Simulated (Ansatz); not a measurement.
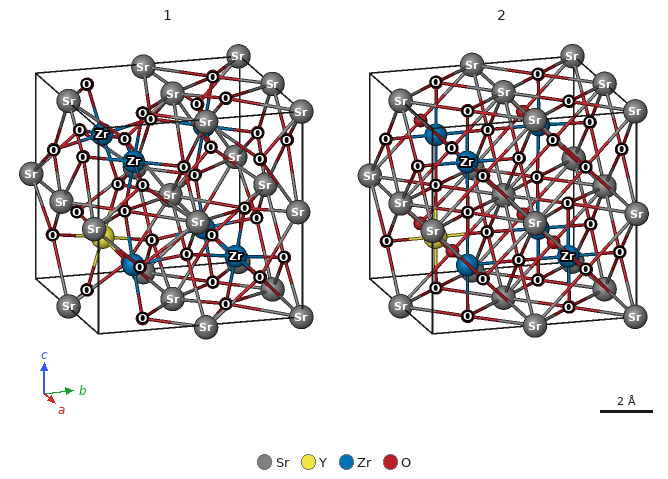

Two geometries of a defect cell of composition Sr8YZr6O24, drawn at one scale. One is the start of a relaxation, the other its converged end. The picture is a ball-and-stick view of the cell of the calculation, seen slightly off an axis.

These are results of Ansatz, DFT, PBEsol, PAW, plane waves, not measurements. Set-up: plane-wave cutoff 420 eV; k-point mesh 1 × 1 × 1; mesh shifted by (0.25, 0.25, 0.25); collinear spin; atoms relaxed in a fixed cell; force threshold 0.03 eV/Å; at most 80 steps.

> Which geometry has the lower energy?

Structure 1 is the relaxed one. An O atom moves most: 0.64 Å roughly along [1 2 0]. By element the largest moves are O 0.64 Å, Sr 0.40 Å, Zr 0.06 Å, Y 0.05 Å. The cell stays as it was. Near-neighbour distances that change, for instance: O–Sr 2.945 → 3.836 Å, O–Sr 2.931 → 3.752 Å, O–Sr 2.939 → 3.734 Å, O–Sr 2.918 → 3.636 Å. Bonds break, among them: O–Sr (2.95 → 3.84 Å). Among the angles between lasting bonds that change: Y–O–Zr 179.1° → 146.0°, Y–O–Zr 179.5° → 148.1°, Y–O–Zr 178.4° → 148.5°. After 18 geometry steps the energy has fallen by 4.182 eV per cell of the calculation. Largest force component: 4.3 eV/Å at the start, 0.017 eV/Å at the end. The program noted that the starting moments weren't kept.

Limits of the set-up: the periodic images lie only 8.3 Å apart, so the values are limited by the cell's size.
